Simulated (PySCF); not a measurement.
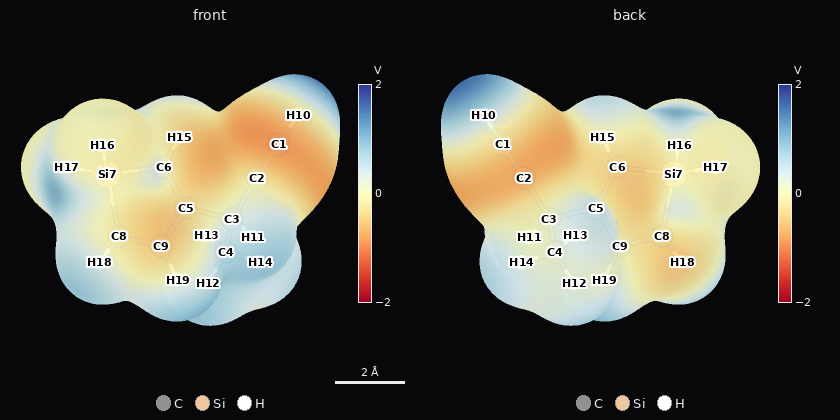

Figure. C₈H₁₀Si (SMILES C#C[C@H](C)C1=C[SiH2]C=C1). The electrostatic potential painted on the density surface at 0.002 e/bohr³, seen from the front and from behind; the colour scale runs from red (negative) to blue (positive).

Geometry: PBE0-D3(BJ)/def2-SVP.

The calculation used PBE0/pcSseg-1, SCF density, gas phase, non-relativistic in PySCF.

```xyz
19

C    -2.6388    0.8354    1.6452
C    -1.9844    0.5049    0.6815
C    -1.2216    0.0730   -0.4865
C    -1.5942   -1.3669   -0.8787
C     0.2752    0.2089   -0.2988
C     0.9165    0.4175    0.8720
Si    2.7487    0.4371    0.5065
C     2.4729    0.1555   -1.3264
C     1.1392    0.0725   -1.5030
H    -3.2177    1.1386    2.4976
H    -1.5025    0.7360   -1.3274
H    -1.0341   -1.6872   -1.7694
H    -1.3544   -2.0548   -0.0552
H    -2.6687   -1.4434   -1.0968
H     0.3686    0.5377    1.8086
H     3.4279    1.7332    0.8161
H     3.5146   -0.6593    1.1771
H     3.1783    0.0767   -2.1560
H     0.6714   -0.0775   -2.4840
```

### Which sites attract a positive test charge, and which a negative one?

A positive charge is drawn to the negative regions and a negative charge to the positive ones. The most negative region (about −0.9 V) lies over C1 and C2, the most positive (about +1.5 V) over H10.

### What dipole moment does the calculation give?

Its dipole moment is 0.92 D.
